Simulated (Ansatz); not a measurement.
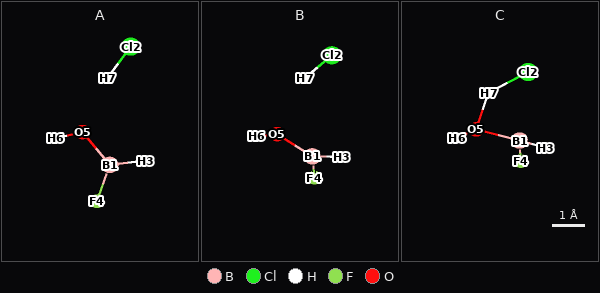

3 geometries from a converged minimum-energy path of BH₃OClF, shuffled. Style: ball-and-stick. Shown at a tilt.

All numbers below come from RKS PBE-D4/def2-SVP (Ansatz 0.2.0). Set-up: 5 movable images; climbing image; force threshold 0.05 eV/Å; iteration limit 60; starting path through a guess of the saddle point.

Which frame is the transition state?

Answer. C. In order along the path, whose images run from 0 to 6: C (image 1, +47.5 kJ/mol), B (image 3, −14.0 kJ/mol), A (image 5, −15.8 kJ/mol). Breaking: B1–Cl2 (1.85 → 2.24 at the top → 3.97 Å), O5–H7 (0.99 → 1.27 at the top → 1.89 Å). Forming: B1–O5 (1.72 → 1.50 at the top → 1.36 Å), Cl2–H7 (2.36 → 1.54 at the top → 1.31 Å).

The run took 2.2 min on 1 thread of Arm Neoverse V2, with other jobs on the host, peak memory 0.15 GiB.
